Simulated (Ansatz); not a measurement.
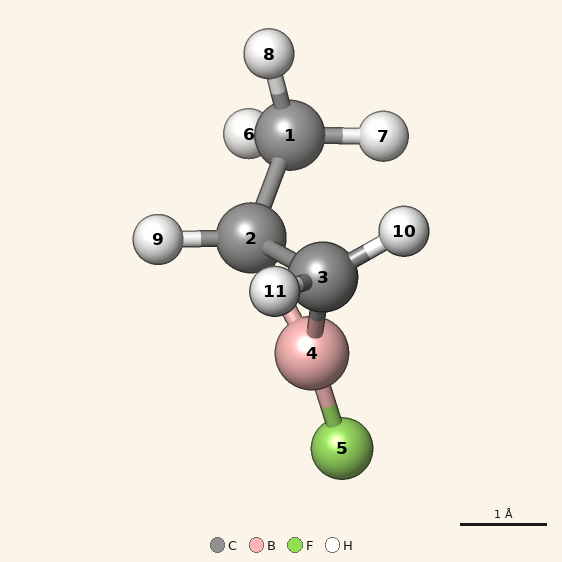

Orthographic view with a scale bar. Computed geometry: PBE-D4/def2-SVP optimisation. No frequency run is at hand to confirm it as a minimum.

Give an XYZ file in the frame of the picture: x to the right, y up, z towards the viewer, origin at the mean of the atomic positions.

```xyz
11
C3H6BF
C   -0.07   1.12  -0.88
C   -0.53  -0.08  -0.07
C    0.31  -0.54   1.21
B    0.19  -1.44  -0.02
F    0.54  -2.55  -0.63
H   -0.55   1.14  -1.87
H    1.02   1.11  -1.05
H   -0.32   2.07  -0.36
H   -1.62  -0.10   0.13
H    1.27  -0.01   1.39
H   -0.25  -0.71   2.15
```
